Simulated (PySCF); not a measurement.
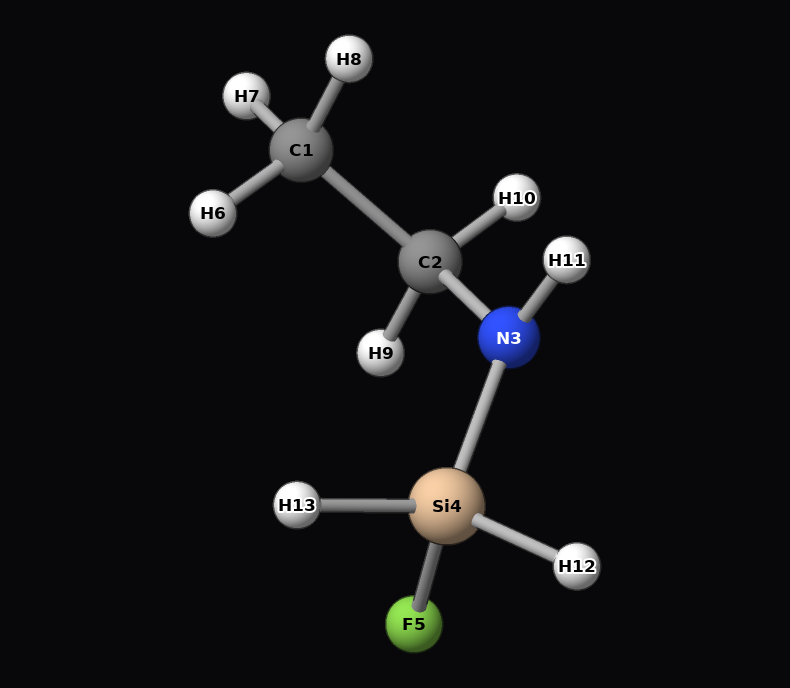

The questions are on isotropic NMR shieldings of the C atoms. Computed geometry: GFN2-xTB optimisation. No frequency run is at hand to confirm it as a minimum. Level of theory: GIAO PBE0/pcSseg-1 NMR shielding, non-relativistic, gas phase (PySCF 2.14.0).

List the isotropic NMR shieldings of the C atoms.

```csv
atom,σ (ppm)
C1,165.2
C2,148.4
```

The geometry is semi-empirical. Around Si such bond lengths and angles can be off by a tenth of an ångström or more and by several degrees, and values that hang on the shape move with them.
